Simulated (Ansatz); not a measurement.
**Run report: GeAsH6, molecular dynamics (part 3 of 3)**

Continued. System: GeAsH6, multiplicity 2. Method: UKS BLYP/def2-SVP (Ansatz 0.2.0). It belongs to a series of runs on one base structure; here: dynamics from the highest image of the converged band.

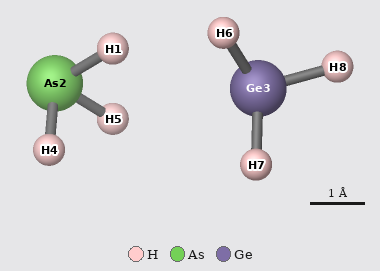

**Figure 1.** The geometry at step 117 of the log (ball-and-stick view, seen at a tilt; atoms are numbered from 1 in the order of the input).

## Trajectory as extended XYZ, continued
```
8
Properties=species:S:1:pos:R:3:forces:R:3 step=33 time_fs=16.5 energy=-117442.96487 temperature=91.0
H     0.3579   -0.2947    1.1237   -0.1061  -0.0190  -0.1011
As    1.5762   -0.0284    2.0408    0.2160  -0.0817   0.0037
Ge   -1.3040   -0.2940   -1.1892   -0.0247  -0.0165  -0.0242
H     1.4435    1.4929    1.8459   -0.0161   0.0997  -0.0102
H     2.5463   -0.1332    0.8317   -0.0723   0.0036   0.1102
H    -2.6657   -0.2358   -0.4284   -0.0235   0.0140   0.0181
H    -1.1174    0.9930   -2.0533    0.0091   0.0219   0.0066
H    -1.2723   -1.5558   -2.1094    0.0176  -0.0220  -0.0031
8
Properties=species:S:1:pos:R:3:forces:R:3 step=42 time_fs=21.0 energy=-117442.93952 temperature=58.6
H     0.3081   -0.3251    1.1363    0.2865   0.1043   0.2145
As    1.5753   -0.0275    2.0407   -0.0066  -0.4233  -0.5511
Ge   -1.3016   -0.2945   -1.1884    0.1366  -0.2073  -0.4255
H     1.4387    1.4800    1.8227   -0.0425   0.2717  -0.0580
H     2.5053   -0.1646    0.7771   -0.2176   0.0518   0.3837
H    -2.6241   -0.2268   -0.3778   -0.1472  -0.0173   0.0711
H    -1.1376    1.0230   -2.0336    0.0009  -0.1325   0.0831
H    -1.3096   -1.5600   -2.1611   -0.0101   0.3527   0.2823
8
Properties=species:S:1:pos:R:3:forces:R:3 step=50 time_fs=25.0 energy=-117442.95519 temperature=78.5
H     0.3015   -0.3376    1.1761    0.1146   0.0724   0.1391
As    1.5745   -0.0274    2.0396   -0.2605   0.1207  -0.0673
Ge   -1.2992   -0.2952   -1.1886   -0.0989   0.0464   0.0000
H     1.4284    1.5042    1.7944    0.0016  -0.1933   0.0138
H     2.4403   -0.1856    0.7809    0.1716   0.0048  -0.0862
H    -2.6064   -0.2215   -0.3238    0.0657  -0.0500  -0.0642
H    -1.1550    1.0322   -2.0047    0.0271  -0.0269   0.0156
H    -1.3441   -1.5165   -2.1687   -0.0212   0.0258   0.0493
8
Properties=species:S:1:pos:R:3:forces:R:3 step=58 time_fs=29.0 energy=-117442.93566 temperature=53.6
H     0.3082   -0.3404    1.2344   -0.3396  -0.0564  -0.1305
As    1.5733   -0.0271    2.0384    0.0264   0.3612   0.4166
Ge   -1.2970   -0.2959   -1.1887   -0.1921   0.3124   0.4395
H     1.4180    1.5044    1.7676    0.0221  -0.2690   0.0439
H     2.3986   -0.2057    0.7745    0.3267  -0.0320  -0.3143
H    -2.5805   -0.2235   -0.2785    0.1473  -0.0612  -0.1136
H    -1.1682    1.0380   -1.9737    0.0532   0.1236  -0.0683
H    -1.3820   -1.4707   -2.1705   -0.0440  -0.3787  -0.2734
8
Properties=species:S:1:pos:R:3:forces:R:3 step=67 time_fs=33.5 energy=-117442.95031 temperature=72.3
H     0.2645   -0.3517    1.2814   -0.0917  -0.0315  -0.0485
As    1.5721   -0.0261    2.0378    0.2748  -0.2502  -0.1608
Ge   -1.2949   -0.2960   -1.1880    0.0334   0.0057  -0.0924
H     1.4093    1.4674    1.7432   -0.0181   0.2441  -0.0394
H     2.3992   -0.2320    0.7262   -0.1251   0.0415   0.2657
H    -2.5305   -0.2365   -0.2442   -0.0921  -0.0405   0.0496
H    -1.1741    1.0626   -1.9491    0.0323   0.0029  -0.0152
H    -1.4320   -1.4738   -2.2111   -0.0134   0.0280   0.0410
8
Properties=species:S:1:pos:R:3:forces:R:3 step=75 time_fs=37.5 energy=-117442.93343 temperature=50.7
H     0.2107   -0.3665    1.3152    0.3694   0.0618   0.1223
As    1.5715   -0.0256    2.0371   -0.0981  -0.3090  -0.3749
Ge   -1.2930   -0.2960   -1.1875    0.0733  -0.1866  -0.4353
H     1.3994    1.4636    1.7170   -0.0136   0.2137  -0.0318
H     2.3870   -0.2501    0.7156   -0.2146   0.0378   0.2988
H    -2.4971   -0.2547   -0.2084   -0.1476  -0.0148   0.0790
H    -1.1741    1.0857   -1.9300   -0.0037  -0.1392   0.0536
H    -1.4785   -1.4771   -2.2443    0.0349   0.3362   0.2883
8
Properties=species:S:1:pos:R:3:forces:R:3 step=83 time_fs=41.5 energy=-117442.94419 temperature=64.4
H     0.2049   -0.3738    1.3638    0.2073   0.0111   0.0102
As    1.5707   -0.0256    2.0357   -0.3034   0.3143   0.2061
Ge   -1.2910   -0.2964   -1.1878   -0.1256  -0.0348   0.0177
H     1.3882    1.4864    1.6873    0.0407  -0.2494   0.0761
H     2.3477   -0.2639    0.7422    0.1010  -0.0719  -0.2694
H    -2.4822   -0.2751   -0.1636    0.0778   0.0120  -0.0964
H    -1.1743    1.0908   -1.9042   -0.0095  -0.0430   0.0189
H    -1.5207   -1.4367   -2.2401    0.0117   0.0617   0.0368
8
Properties=species:S:1:pos:R:3:forces:R:3 step=92 time_fs=46.0 energy=-117442.93209 temperature=48.9
H     0.2258   -0.3826    1.4164   -0.3555  -0.1281  -0.2294
As    1.5692   -0.0250    2.0346    0.2772   0.3536   0.4661
Ge   -1.2891   -0.2968   -1.1879   -0.1264   0.1346   0.4487
H     1.3821    1.4744    1.6660    0.0251  -0.1525   0.0497
H     2.3181   -0.2914    0.7297    0.0992  -0.0694  -0.2542
H    -2.4531   -0.2957   -0.1288    0.1258   0.0398  -0.1097
H    -1.1757    1.0915   -1.8726    0.0068   0.1401  -0.0484
H    -1.5674   -1.3852   -2.2338   -0.0523  -0.3182  -0.3227
8
Properties=species:S:1:pos:R:3:forces:R:3 step=100 time_fs=50.0 energy=-117442.93973 temperature=58.7
H     0.2016   -0.4070    1.4326   -0.0594  -0.0194  -0.0695
As    1.5684   -0.0237    2.0346    0.3484  -0.3498  -0.1252
Ge   -1.2876   -0.2970   -1.1873    0.0193  -0.1097  -0.1217
H     1.3802    1.4424    1.6540   -0.0486   0.3039  -0.0889
H     2.3052   -0.3257    0.6828   -0.1923   0.0695   0.3155
H    -2.4102   -0.3080   -0.1132   -0.0980   0.0424   0.0956
H    -1.1763    1.1102   -1.8507   -0.0037   0.0393  -0.0025
H    -1.6149   -1.3796   -2.2696    0.0344   0.0239  -0.0034
8
Properties=species:S:1:pos:R:3:forces:R:3 step=108 time_fs=54.0 energy=-117442.92958 temperature=45.7
H     0.1695   -0.4338    1.4386    0.3605   0.1375   0.1460
As    1.5682   -0.0231    2.0343   -0.1580  -0.3252  -0.3134
Ge   -1.2861   -0.2974   -1.1869   -0.0117  -0.2093  -0.4887
H     1.3719    1.4474    1.6308   -0.0413   0.1163  -0.0592
H     2.2681   -0.3511    0.6753   -0.1106   0.0763   0.2568
H    -2.3796   -0.3140   -0.0856   -0.1327   0.0288   0.1088
H    -1.1776    1.1340   -1.8289   -0.0189  -0.1252   0.0634
H    -1.6573   -1.3718   -2.3068    0.1127   0.3008   0.2862
8
Properties=species:S:1:pos:R:3:forces:R:3 step=117 time_fs=58.5 energy=-117442.93475 temperature=52.3
H     0.1872   -0.4424    1.4678    0.0093   0.0516   0.0655
As    1.5676   -0.0229    2.0335   -0.2378   0.3536   0.2445
Ge   -1.2845   -0.2983   -1.1874   -0.1744   0.0250   0.0690
H     1.3564    1.4672    1.5965    0.0236  -0.3313   0.0756
H     2.2129   -0.3691    0.7013    0.2550  -0.0694  -0.3508
H    -2.3638   -0.3157   -0.0402    0.1087   0.0055  -0.1411
H    -1.1818    1.1418   -1.7943    0.0065  -0.0391   0.0275
H    -1.6874   -1.3172   -2.3053    0.0090   0.0041   0.0100
8
Properties=species:S:1:pos:R:3:forces:R:3 step=125 time_fs=62.5 energy=-117442.92908 temperature=45.0
H     0.2055   -0.4420    1.5041   -0.4412  -0.1036  -0.0873
As    1.5667   -0.0222    2.0331    0.3395   0.1989   0.2161
Ge   -1.2834   -0.2991   -1.1878   -0.0879   0.1949   0.4375
H     1.3451    1.4420    1.5751    0.0040  -0.0762   0.0193
H     2.1968   -0.3927    0.6827    0.1469  -0.0152  -0.1097
H    -2.3366   -0.3163   -0.0181    0.1079  -0.0244  -0.1311
H    -1.1844    1.1427   -1.7592    0.0462   0.1266  -0.0395
H    -1.7123   -1.2662   -2.3011   -0.1154  -0.3009  -0.3054
8
Properties=species:S:1:pos:R:3:forces:R:3 step=133 time_fs=66.5 energy=-117442.93315 temperature=50.2
H     0.1694   -0.4536    1.5312   -0.0046  -0.0050   0.0343
As    1.5663   -0.0212    2.0331    0.2357  -0.4397  -0.2721
Ge   -1.2826   -0.2995   -1.1875    0.0281   0.0256  -0.1345
H     1.3338    1.4077    1.5555   -0.0492   0.3412  -0.1038
H     2.2011   -0.4177    0.6504   -0.1307   0.1075   0.3811
H    -2.2961   -0.3206   -0.0126   -0.1221  -0.0523   0.1139
H    -1.1806    1.1594   -1.7290    0.0486   0.0472  -0.0279
H    -1.7514   -1.2527   -2.3344   -0.0057  -0.0245   0.0090
8
Properties=species:S:1:pos:R:3:forces:R:3 step=142 time_fs=71.0 energy=-117442.92876 temperature=44.6
H     0.1307   -0.4668    1.5680    0.4076   0.0914   0.1102
As    1.5664   -0.0209    2.0325   -0.3189  -0.0604  -0.1813
Ge   -1.2815   -0.2999   -1.1874   -0.0664  -0.0478  -0.4663
H     1.3142    1.4177    1.5192    0.0171  -0.0286   0.0320
H     2.1871   -0.4298    0.6715   -0.0534   0.0018   0.0794
H    -2.2701   -0.3347    0.0109   -0.1198  -0.0527   0.0845
H    -1.1680    1.1838   -1.6991    0.0182  -0.1437   0.0244
H    -1.7954   -1.2404   -2.3679    0.1156   0.2400   0.3171
8
Properties=species:S:1:pos:R:3:forces:R:3 step=150 time_fs=75.0 energy=-117442.93045 temperature=46.7
H     0.1505   -0.4672    1.6155   -0.0175  -0.0572  -0.0495
As    1.5659   -0.0208    2.0316   -0.1476   0.5400   0.3663
Ge   -1.2807   -0.3003   -1.1883   -0.1711   0.0728   0.0960
H     1.2989    1.4265    1.4905    0.0733  -0.3145   0.1435
H     2.1669   -0.4403    0.7028    0.1412  -0.1645  -0.4191
H    -2.2641   -0.3554    0.0432    0.1040  -0.0231  -0.1783
H    -1.1533    1.1865   -1.6698    0.0142  -0.0721   0.0081
H    -1.8191   -1.1974   -2.3548    0.0036   0.0186   0.0329
8
Properties=species:S:1:pos:R:3:forces:R:3 step=158 time_fs=79.0 energy=-117442.92927 temperature=45.2
H     0.1677   -0.4760    1.6559   -0.3954  -0.1758  -0.1604
As    1.5652   -0.0198    2.0314    0.4827   0.1888   0.2396
Ge   -1.2803   -0.3006   -1.1890   -0.0412   0.1161   0.4607
H     1.2930    1.3959    1.4804    0.0028   0.0296   0.0022
H     2.1625   -0.4717    0.6832   -0.0429  -0.0388  -0.0396
H    -2.2454   -0.3798    0.0524    0.1044   0.0028  -0.1445
H    -1.1362    1.1798   -1.6396    0.0303   0.1163  -0.0355
H    -1.8430   -1.1523   -2.3379   -0.1407  -0.2389  -0.3224
8
Properties=species:S:1:pos:R:3:forces:R:3 step=167 time_fs=83.5 energy=-117442.92999 temperature=46.2
H     0.1333   -0.5114    1.6772    0.1859   0.0570  -0.0015
As    1.5654   -0.0183    2.0316    0.1508  -0.4996  -0.1721
Ge   -1.2799   -0.3007   -1.1888    0.0458  -0.0986  -0.2188
H     1.2858    1.3695    1.4676   -0.0831   0.3176  -0.1480
H     2.1487   -0.5123    0.6571   -0.2047   0.1292   0.3646
H    -2.2104   -0.4070    0.0428   -0.1386   0.0061   0.1824
H    -1.1120    1.1898   -1.6112    0.0056   0.0538  -0.0141
H    -1.8897   -1.1358   -2.3658    0.0382   0.0344   0.0075
8
Properties=species:S:1:pos:R:3:forces:R:3 step=175 time_fs=87.5 energy=-117442.92945 temperature=45.5
H     0.1231   -0.5370    1.6935    0.3628   0.1637   0.0771
As    1.5659   -0.0178    2.0315   -0.3150  -0.0216  -0.0287
Ge   -1.2795   -0.3009   -1.1891   -0.0845  -0.1440  -0.4713
H     1.2686    1.3867    1.4371   -0.0053  -0.1455   0.0264
H     2.1084   -0.5318    0.6816    0.0067   0.0076  -0.0318
H    -2.1967   -0.4299    0.0568   -0.1006   0.0302   0.1170
H    -1.0897    1.2068   -1.5880   -0.0404  -0.1218   0.0370
H    -1.9270   -1.1189   -2.3933    0.1763   0.2314   0.2742
8
Properties=species:S:1:pos:R:3:forces:R:3 step=183 time_fs=91.5 energy=-117442.92933 temperature=45.3
H     0.1585   -0.5414    1.7197   -0.1842  -0.0103   0.0114
As    1.5659   -0.0174    2.0315   -0.0130   0.4632   0.3041
Ge   -1.2792   -0.3015   -1.1901   -0.1682  -0.0428   0.0807
H     1.2500    1.3858    1.4094    0.0411  -0.3257   0.1151
H     2.0691   -0.5504    0.7012    0.2025  -0.1234  -0.3886
H    -2.1958   -0.4480    0.0855    0.1193   0.0666  -0.1840
H    -1.0729    1.2082   -1.5600   -0.0369  -0.0776   0.0359
H    -1.9411   -1.0716   -2.3857    0.0394   0.0500   0.0254
8
Properties=species:S:1:pos:R:3:forces:R:3 step=192 time_fs=96.0 energy=-117442.93020 temperature=46.4
H     0.1667   -0.5482    1.7517   -0.3576  -0.0924   0.0019
As    1.5660   -0.0160    2.0320    0.4458  -0.1646  -0.0339
Ge   -1.2793   -0.3022   -1.1911    0.0179   0.0229   0.4044
H     1.2340    1.3378    1.3938   -0.0550   0.1701  -0.0883
H     2.0549   -0.5872    0.6697    0.0120   0.0906   0.1626
H    -2.1766   -0.4571    0.0892    0.0782   0.0373  -0.1165
H    -1.0597    1.1994   -1.5227    0.0178   0.1257  -0.0064
H    -1.9526   -1.0125   -2.3775   -0.1591  -0.1897  -0.3239
8
Properties=species:S:1:pos:R:3:forces:R:3 step=200 time_fs=100.0 energy=-117442.93079 temperature=47.2
H     0.1260   -0.5655    1.7816    0.2552   0.1052   0.0902
As    1.5668   -0.0151    2.0324   -0.0538  -0.5272  -0.2824
Ge   -1.2793   -0.3028   -1.1913    0.0760  -0.0411  -0.2433
H     1.2125    1.3144    1.3693   -0.0699   0.2729  -0.1223
H     2.0470   -0.6089    0.6592   -0.0857   0.1530   0.3577
H    -2.1488   -0.4595    0.0760   -0.1589  -0.0336   0.2022
H    -1.0460    1.2075   -1.4898    0.0237   0.0711  -0.0118
H    -1.9826   -0.9839   -2.4119    0.0135  -0.0003   0.0098
```

The run was set up as follows.

## Input file
```yaml
crystal:
  periodic: [false, false, false]
  atoms:
    - { symbol: H, position_ang: [0.484025, -0.217315, 0.946346] }
    - { symbol: As, position_ang: [1.580363, -0.03071, 2.043149] }
    - { symbol: Ge, position_ang: [-1.314482, -0.292487, -1.190766] }
    - { symbol: H, position_ang: [1.461516, 1.507932, 1.9541] }
    - { symbol: H, position_ang: [2.701577, -0.04196, 0.979048] }
    - { symbol: H, position_ang: [-2.772361, -0.228298, -0.632402] }
    - { symbol: H, position_ang: [-1.042542, 0.929427, -2.124853] }
    - { symbol: H, position_ang: [-1.097997, -1.626591, -1.974524] }
magnetization:
  spin_polarized: true
  initial_magnetization: 1
basis:
  gaussian: { orbitals: def2-SVP }
hamiltonian:
  xc: blyp
md:
  timestep: 0.5
  n_steps: 200
  ensemble: nve
  temperature: 100.0
  initial_velocities: maxwell_boltzmann
  seed: 12064
```

Command:
```bash
ansatz run input.yaml --threads 2 --pin off --max-ram 3072MiB --backend cpu --events-out ev --progress --plain --runs-dir out
```

## Results in brief

```json
{"quantity": "outcome", "value": "finished"}
{"quantity": "mean temperature over the second half", "value": "47 K"}
{"quantity": "trajectory", "value": "200 steps, 100 fs"}
{"quantity": "ensemble", "value": "nve"}
{"quantity": "temperature in the input", "value": "100.0 K"}
{"quantity": "time step", "value": "0.5 fs"}
{"quantity": "potential energy (last step)", "value": "−117442.9311 eV"}
{"quantity": "mean-field energy (last step)", "value": "−117442.9311 eV"}
{"quantity": "⟨S²⟩ (last step)", "value": "0.751"}
{"quantity": "largest force (length of the vector) (last step)", "value": "0.601 eV/Å"}
{"quantity": "hardware", "value": "2 threads of Arm Neoverse V1, 24 GiB of memory available, shared host"}
{"quantity": "wall time", "value": "6.8 min (CPU time 13 min)"}
{"quantity": "peak memory", "value": "0.15 GiB"}
```

## Notes

So short a trajectory is not equilibrated.
